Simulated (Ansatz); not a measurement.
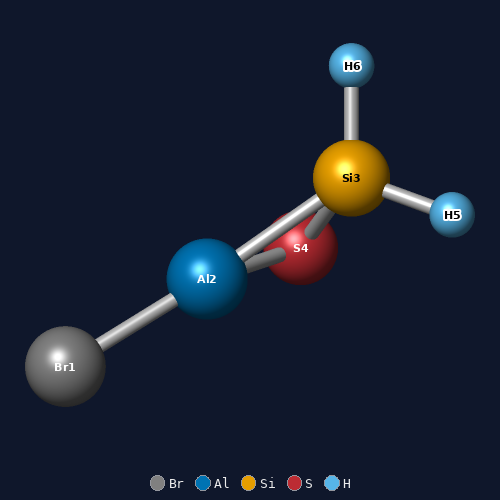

The system is AlBrH₂SSi (SMILES [Br][Al]1[SiH2][S]1) with the probe Cl-; the picture shows it without the atoms that are moved over the map. 
- The probe is moved over a plane parallel to the molecule's main plane, 4.31 Å above it.
- The first coordinate is: x of the probe's Cl atom; the second: y of the probe's Cl atom.
- Nothing is relaxed (molecule and probe rigid).
- The grid has 11 × 9 points.
- Points are written as (first, second).
- Energies: eV, counted from molecule and probe far apart, each relaxed in its own basis (no counterpoise correction).
- Theory: RHF/def2-SVPD in Ansatz.

Range: x of the probe's Cl atom from −3.60 to 3.60 Å; y of the probe's Cl atom from −2.88 to 2.88 Å.

Q: What landscape does the calculation give?

A: The lowest grid point is at (−0.72 Å, −0.72 Å), −0.398 eV from molecule and probe far apart, each relaxed in its own basis (no counterpoise correction). No other kind of well shows on this grid. The highest grid point, (3.60 Å, 2.88 Å), lies 0.439 eV above the lowest. Near the minimum the curvatures are about 0.086 and 0.11 eV/Å² along the soft and the stiff direction.

```tsv
y of the probe's Cl atom ↓, x of the probe's Cl atom →	−3.60	−2.88	−2.16	−1.44	−0.72	0.00	0.72	1.44	2.16	2.88	3.60
2.88	−0.047	−0.058	−0.069	−0.072	−0.063	−0.041	−0.012	0.014	0.031	0.039	0.041
2.16	−0.074	−0.095	−0.117	−0.132	−0.128	−0.101	−0.062	−0.025	0.000	0.012	0.017
1.44	−0.101	−0.133	−0.172	−0.204	−0.212	−0.184	−0.133	−0.083	−0.048	−0.029	−0.017
0.72	−0.125	−0.168	−0.224	−0.277	−0.302	−0.279	−0.221	−0.158	−0.110	−0.080	−0.060
0.00	−0.144	−0.194	−0.262	−0.332	−0.372	−0.358	−0.300	−0.230	−0.171	−0.131	−0.103
−0.72	−0.153	−0.207	−0.278	−0.352	−0.398	−0.393	−0.343	−0.275	−0.214	−0.171	−0.140
−1.44	−0.154	−0.205	−0.270	−0.336	−0.378	−0.379	−0.343	−0.287	−0.235	−0.196	−0.164
−2.16	−0.146	−0.191	−0.244	−0.295	−0.329	−0.334	−0.313	−0.276	−0.237	−0.204	−0.173
−2.88	−0.133	−0.168	−0.209	−0.246	−0.272	−0.280	−0.271	−0.250	−0.224	−0.197	−0.168
```

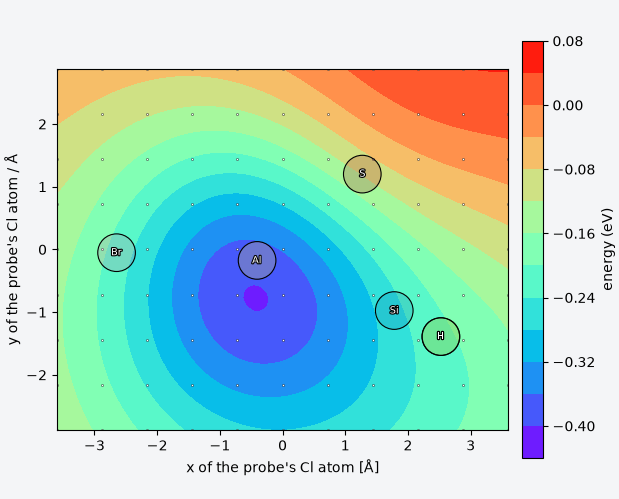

Drawn: filled contours, dots at the grid points, labelled circles for the molecule's atoms, projected on the plane. Between grid points the surface is interpolated.

Each point was launched as `ansatz run input.yaml --threads 1 --pin off --max-ram 2560MiB --backend cpu --events-out ev --progress --plain --runs-dir out`. Time for the 99 points that were run: 14 min on 1 thread of Arm Neoverse V1, with other jobs on the host.
